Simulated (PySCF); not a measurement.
**CH5AlO2, SMILES `C[Al](O)O`: what the electrons do**

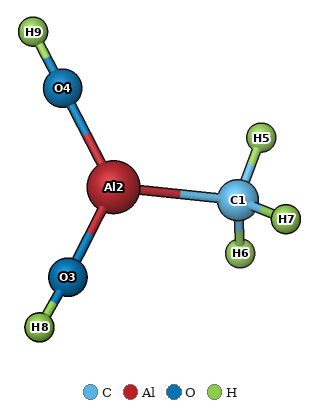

The molecule, with its atoms numbered as below. No frequency check shows the geometry to be a minimum.

Cartesian coordinates (Å):

```
C1       1.8839    0.1025   -0.0000
Al2     -0.1065   -0.0006   -0.0006
O3      -0.7856   -1.5010    0.0003
O4      -0.9720    1.4006    0.0003
H5       2.2311    1.1324   -0.0219
H6       2.3006   -0.4173   -0.8605
H7       2.2969   -0.3774    0.8851
H8      -1.2127   -2.3436    0.0005
H9      -1.4739    2.2009    0.0006
```

Part 1: Bonding charge

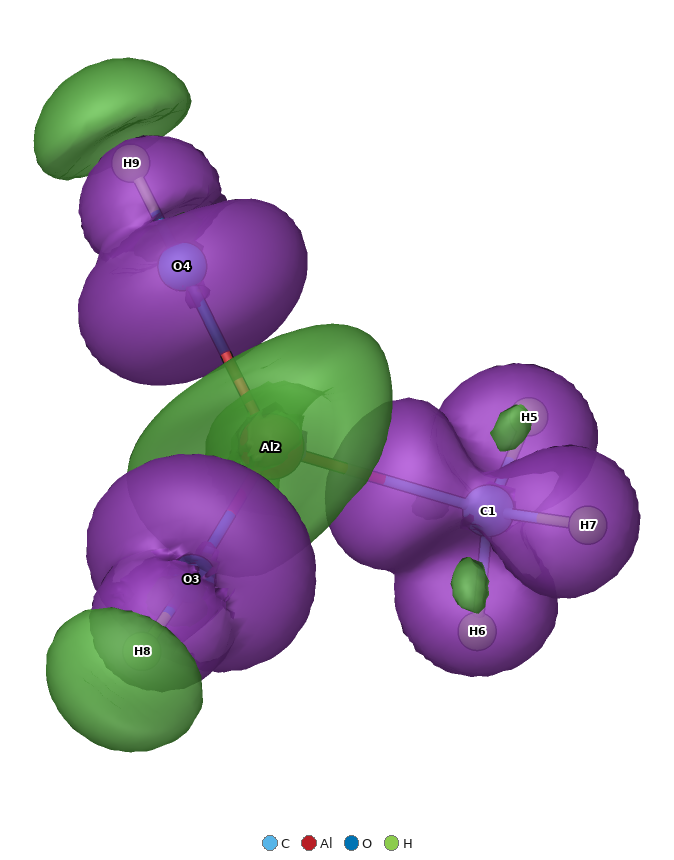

Deformation density (molecule less spherical, spin-averaged free atoms at the same positions), surfaces at ±0.06 e/Å³; purple: gain, green: loss.

PySCF calculation, PBE0/def2-SVP, gas phase; geometry: GFN2-xTB.

> Describe the bonding that the map shows.

O4–H9: +0.78 e/Å³ at the bond critical point (bond length 0.94 Å, Mayer order 0.9). O3–H8: +0.78 e/Å³ at the bond critical point (bond length 0.94 Å, Mayer order 0.9). C1–H5: +0.63 e/Å³ at the bond critical point (bond length 1.09 Å, Mayer order 1.0). C1–H6 and C1–H7: +0.61 e/Å³ at the bond critical point (bond length 1.09 Å, Mayer order 1.0). C1–Al2: +0.13 e/Å³ at the bond critical point (bond length 1.99 Å, Mayer order 0.9). Al2–O3: −0.02 e/Å³ at the bond critical point (bond length 1.65 Å, Mayer order 1.1); up to 0.6 Å beside the axis the gain reaches +0.19 e/Å³. Al2–O4: −0.02 e/Å³ at the bond critical point (bond length 1.65 Å, Mayer order 1.1); up to 0.6 Å beside the axis the gain reaches +0.19 e/Å³. In all, 2.1 electrons gather in the regions of gain relative to the promolecule. A small or negative value marks a very polar bond, one between electron-rich atoms, whose free-atom densities already overlap strongly, a long bond to a heavier atom, or a closed-shell contact such as a hydrogen bond.

> Where do the Hirshfeld charges lie?

The highest Hirshfeld charge is on Al2 (+0.61 e), the lowest on O3 (−0.40 e).

```json
{"atom": "C1", "charge (e)": "−0.27"}
{"atom": "Al2", "charge (e)": "+0.61"}
{"atom": "O3", "charge (e)": "−0.40"}
{"atom": "O4", "charge (e)": "−0.40"}
{"atom": "H5", "charge (e)": "+0.03"}
{"atom": "H6", "charge (e)": "+0.03"}
{"atom": "H7", "charge (e)": "+0.03"}
{"atom": "H8", "charge (e)": "+0.18"}
{"atom": "H9", "charge (e)": "+0.18"}
```

Part 2: Bond critical points

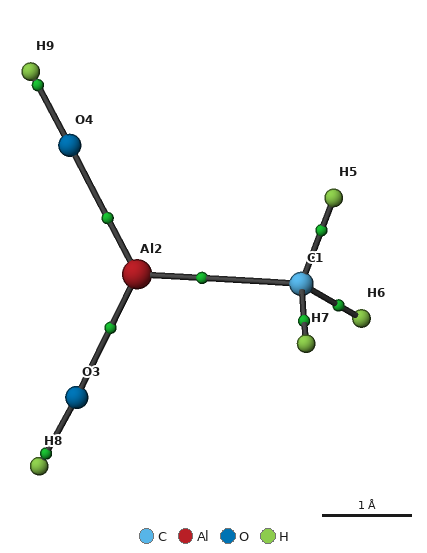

Molecular graph of the electron density (QTAIM): bond paths, bond critical points (green), ring points (magenta, if any); weak paths are dashed.

> How many critical points of each kind are there, and does the count close?

9 nuclei, 8 bond, 0 ring and 0 cage critical points: 9 − 8 + 0 − 0 = 1, as the Poincaré–Hopf relation requires.

> What does the calculation give at each kind of bond critical point?

```json
{"bond": "O4–H9", "length (Å)": "0.945", "ρ (a.u.)": "0.364", "∇²ρ (a.u.)": "−2.58", "ε": "0.00", "H (a.u.)": "−0.718"}
{"bond": "O3–H8", "length (Å)": "0.945", "ρ (a.u.)": "0.363", "∇²ρ (a.u.)": "−2.57", "ε": "0.00", "H (a.u.)": "−0.717"}
{"bond": "C1–H5", "length (Å)": "1.087", "ρ (a.u.)": "0.270", "∇²ρ (a.u.)": "−0.95", "ε": "0.04", "H (a.u.)": "−0.288"}
{"bond": "C1–H6 (2 alike)", "length (Å)": "1.088", "ρ (a.u.)": "0.268", "∇²ρ (a.u.)": "−0.93", "ε": "0.04", "H (a.u.)": "−0.285"}
{"bond": "Al2–O3", "length (Å)": "1.647", "ρ (a.u.)": "0.103", "∇²ρ (a.u.)": "+1.04", "ε": "0.04", "H (a.u.)": "+0.012"}
{"bond": "Al2–O4", "length (Å)": "1.647", "ρ (a.u.)": "0.103", "∇²ρ (a.u.)": "+1.04", "ε": "0.04", "H (a.u.)": "+0.012"}
{"bond": "C1–Al2", "length (Å)": "1.993", "ρ (a.u.)": "0.079", "∇²ρ (a.u.)": "+0.30", "ε": "0.09", "H (a.u.)": "−0.022"}
```

> What kind of interaction is C1–H6?

Shared-shell (covalent): ρ = 0.268, ∇²ρ = −0.93, H = −0.285 a.u.

Part 3: Local ionisation energy

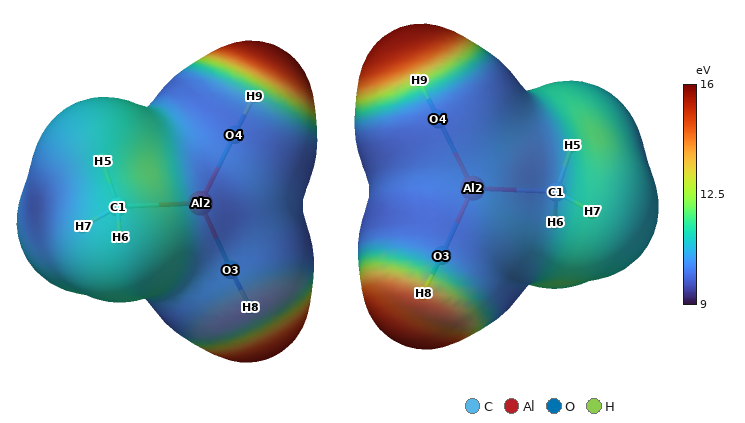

Average local ionisation energy on the surface of electron density 0.001 a.u. (back view left, front view right).

> Where are the most loosely bound electrons on this surface?

The lowest value is 9.7 eV, near H6 (1.82 Å), H7 (1.88 Å), H5 (1.95 Å) and C1 (1.98 Å). Further minima include 9.8 eV, off the O4–H9 bond (1.9 to 2.1 Å from its atoms); 9.8 eV, over Al2, off the plane of its three bonds (1.9 Å), and at like points elsewhere. For comparison, the highest occupied orbital lies at −7.8 eV.

Part 4: Excited states

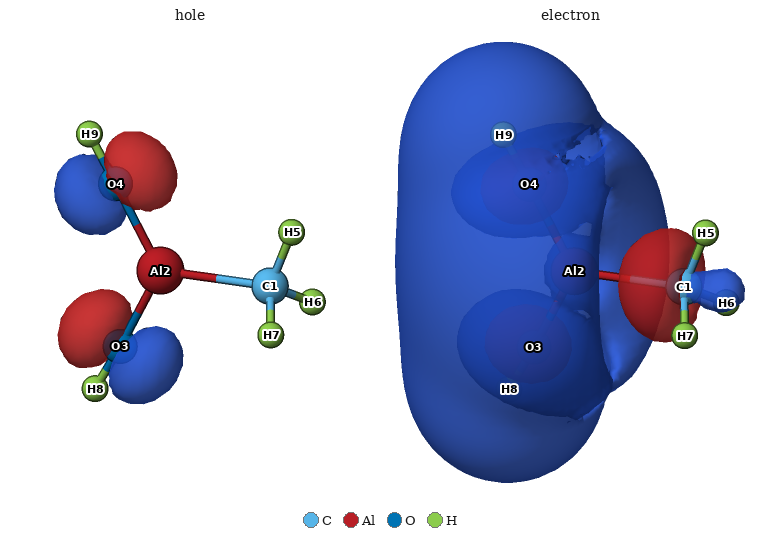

Leading natural transition orbital pair of T₂ (full linear response triplet states); the surfaces enclose about 78 % of each orbital's density.

Level of theory: CAM-B3LYP/6-311G** (PySCF), at a geometry from GFN2-xTB. Without diffuse functions Rydberg states are missing, so the states' numbers hold for this basis only.

> Where does the state lie, and where do hole and electron sit?

6.94 eV (179 nm), spin-forbidden from the singlet ground state, partly diffuse acceptor orbital, which a basis without diffuse functions describes poorly; the leading pair carries 87 %; hole on O3 (42 %), O4 (41 %) and Al2 (8 %), electron on Al2 (41 %), H8 and H9 (14 % each) and O3 and O4 (11 % each) (atom shares of so diffuse an orbital are rough); their centroids lie 0.0 Å apart. In canonical orbitals it is mainly HOMO−1 → LUMO (84 %). The HOMO–LUMO gap is 10.55 eV.

Part 5: In an electric field

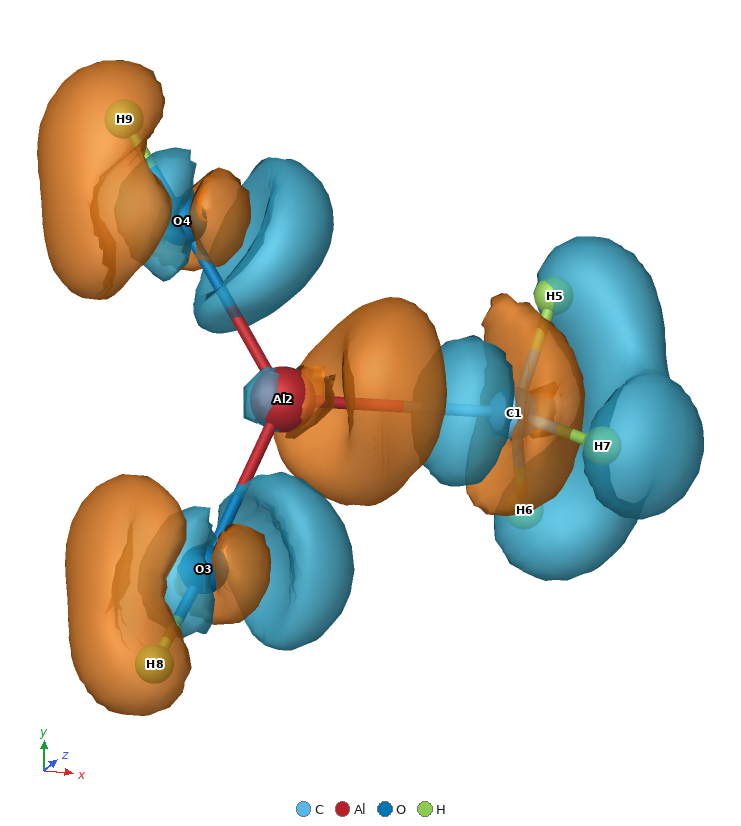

Change of the electron density in a uniform field of 0.21 V/Å, surfaces at ±0.002 e/Å³ (light blue: gain, orange: loss).

Computed with PySCF, HF/aug-cc-pVDZ, geometry: GFN2-xTB.

> Along which Cartesian direction does the field point?

Along −x: electrons gather on the +x side, against the field.

> How large is the response?

The induced dipole is 0.45 D (along the field); α along this axis, from the fields in both directions, is 44 bohr³ (6.6 Å³).

> Which atoms gain and lose the most charge?

Electrons gather most on H6 and H7 alike (Hirshfeld charge changes by −0.004 e) and leave Al2 most (+0.006 e); 0.047 electrons are displaced in all.

Part 6: Removing or adding an electron

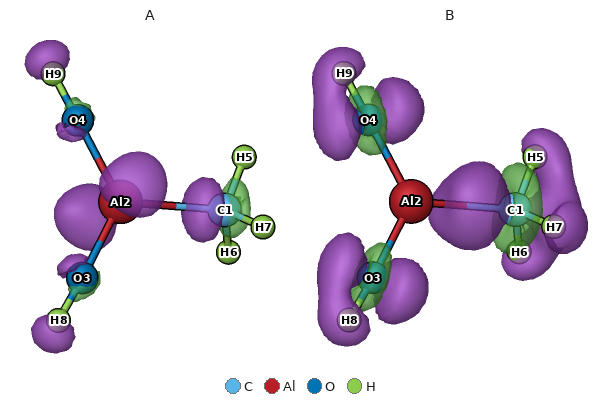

The two Fukui functions at ±0.03 e/Å³ (purple positive, green negative).

Method: BP86/cc-pVDZ; geometry: GFN2-xTB; program: PySCF.

> Which panel is f⁻ (electron removed) and which f⁺ (electron added)?

A is f⁺, B is f⁻. f⁻ (Hirshfeld-condensed) is largest on Al2 (0.22), C1 (0.16) and O4 (0.14); the vertical ionisation energy is 9.75 eV. f⁺ (Hirshfeld-condensed) is largest on Al2 (0.41); the vertical electron affinity is −1.92 eV (the stability of the anion's solution wasn't checked; negative, but this basis has no diffuse functions, so it doesn't show that the anion is unbound).

> What chemical potential and hardness follow from the two energies?

μ = −(I + A)/2 = −3.92 eV and η = I − A = 11.67 eV.

Part 7: Stretching a bond

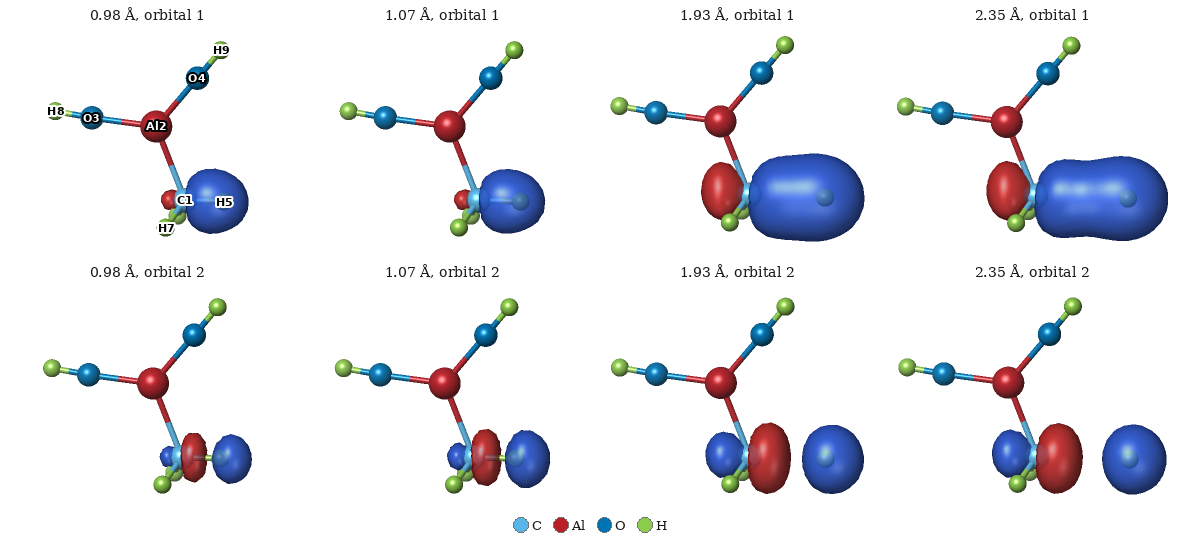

Rigid stretch of the C1–H5 bond. The two CASSCF(2,2) natural orbitals nearest half filling (orbital 1 the more occupied).

Computed with PySCF, def2-SVP basis, geometry: GFN2-xTB.

> How do the occupations change along the stretch?

0.98 Å: 1.99 and 0.01; 1.07 Å: 1.98 and 0.02; 1.93 Å: 1.83 and 0.17; 2.35 Å: 1.63 and 0.37. At the longest distance computed (3.00 Å) they are 1.30 and 0.70, and the effective number of unpaired electrons is 1.6.

> Where does the UHF solution part from RHF?

Between 1.66 Å (⟨S²⟩ = 0, the two coincide) and 1.93 Å (⟨S²⟩ = 0.56); at 3.00 Å ⟨S²⟩ is 0.99 and UHF lies 3.2 eV below RHF.

> How much energy does the stretch cost?

By CASSCF, 4.2 eV from the lowest point of the scan (1.07 Å) to 3.00 Å; RHF gives 7.1 eV from its own lowest point. The fragments aren't relaxed and dynamic correlation is missing, so this isn't a bond dissociation energy.
